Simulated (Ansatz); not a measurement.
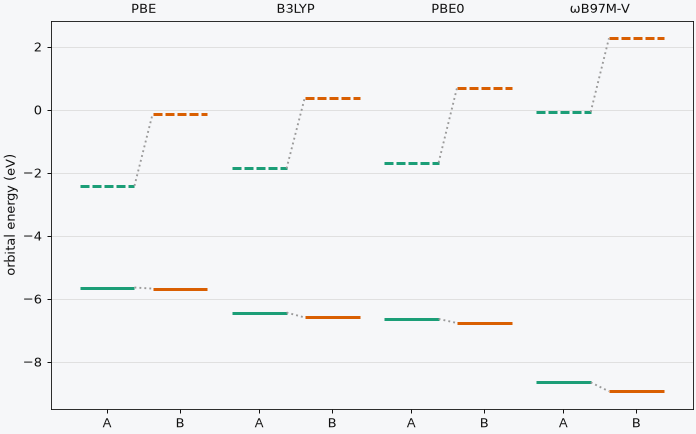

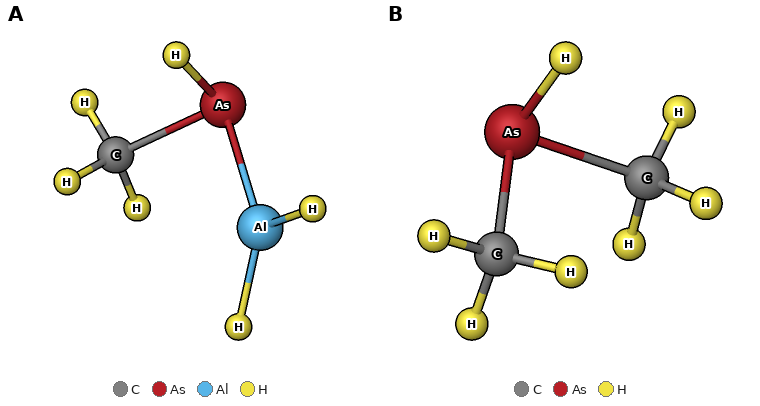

One change: A, CH₆AlAs (SMILES C[AsH][AlH2]), becomes B, C₂H₇As (SMILES C[AsH]C). AlH₂ on As is replaced by CH₃. HOMO (solid) and LUMO (dashed) computed in def2-TZVPP at PBE0-D4/def2-TZVP geometries, both minima by their frequencies, gas phase, the Ansatz code 0.2.0. Empty levels above zero depend strongly on the basis.

What does the change do to HOMO and LUMO?

PBE: the HOMO falls by 0.04 eV, the LUMO rises by 2.29 eV, and the separation goes from 3.23 to 5.55 eV. B3LYP: the HOMO falls by 0.16 eV, the LUMO rises by 2.25 eV, and the separation goes from 4.57 to 6.98 eV. PBE0: the HOMO falls by 0.13 eV, the LUMO rises by 2.35 eV, and the separation goes from 4.96 to 7.44 eV. ωB97M-V: the HOMO falls by 0.29 eV, the LUMO rises by 2.34 eV, and the separation goes from 8.58 to 11.20 eV.

Do the functionals agree on the effect?

They agree on the direction for both levels; the HOMO shift lies between −0.29 and −0.04 eV and the LUMO shift between 2.25 and 2.35 eV, while the separations themselves differ by up to 5.6 eV between functionals.
